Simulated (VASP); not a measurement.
Energy against volume of YN (rock salt). Method: PBE0 hybrid, VASP's PBE PAW potentials (set 64) (plane waves; VASP 6.6.1).

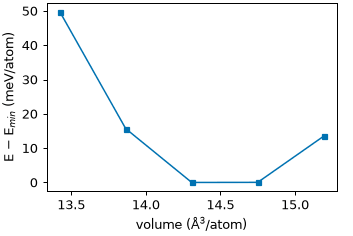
Energy against volume

Estimate the equilibrium volume and the bulk modulus.

The minimum lies near 14.5 Å³/atom, and the curvature gives B0 of about 170 GPa.

Measured: a 4.877 Å (computed value off by +0.1 %), as given by G. Soto et al., Computational Materials Science (2007), arXiv:cond-mat/0703568. The calculation is for a static lattice, while the measured a holds thermal and zero-point effects, which are part of the difference.

The compound is YN in the rock salt structure. The cell was not relaxed at this level. The cell's shape comes from a PBE relaxation.
